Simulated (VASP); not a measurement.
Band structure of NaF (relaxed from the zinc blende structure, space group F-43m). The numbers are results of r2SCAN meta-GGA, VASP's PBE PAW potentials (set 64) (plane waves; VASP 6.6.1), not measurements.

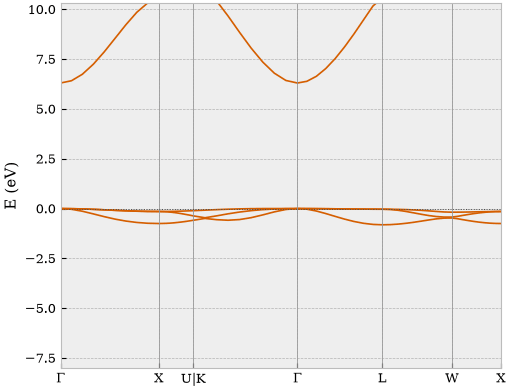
Figure. Bands along high-symmetry lines, zero at the valence-band maximum or, without a gap, the Fermi level

### Question
Read the plot: is there a gap, and where are the band edges?

### Answer
The gap is direct, 6.30 eV, from the valence maximum at Γ to the conduction minimum at Γ.

The structure was generated: NaF was put into the zinc blende type (F-43m), which need not be its known phase. It was relaxed first, which changed the volume by -6 %.
